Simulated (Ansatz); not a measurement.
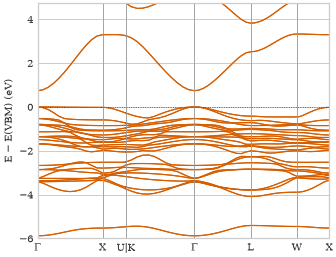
Fig. 1. Band structure from r²SCAN with spin–orbit coupling (plane waves, PAW; program Ansatz)

Task: Read off the gap and where the band edges lie.

Result: About 0.7 eV (0.74 eV by a search for the band edges); maximum at Γ, minimum at Γ.

The material is Cs2InAgBr6 in space group Fm-3m (No. 225; Cs on 8c, In on 4a, Ag on 4b, Br on 24e).

The workflow started from a Materials Project entry (that database holds measured and hypothetical structures alike); the Crystallography Open Database copy checked does not list it. Its standing as an ambient phase is unchecked. The cell was relaxed with r²SCAN under the symmetry of its start; its stability against distortions is not shown here. The run is not spin-polarised.

Potentials: the later of the program's two PAW sets.
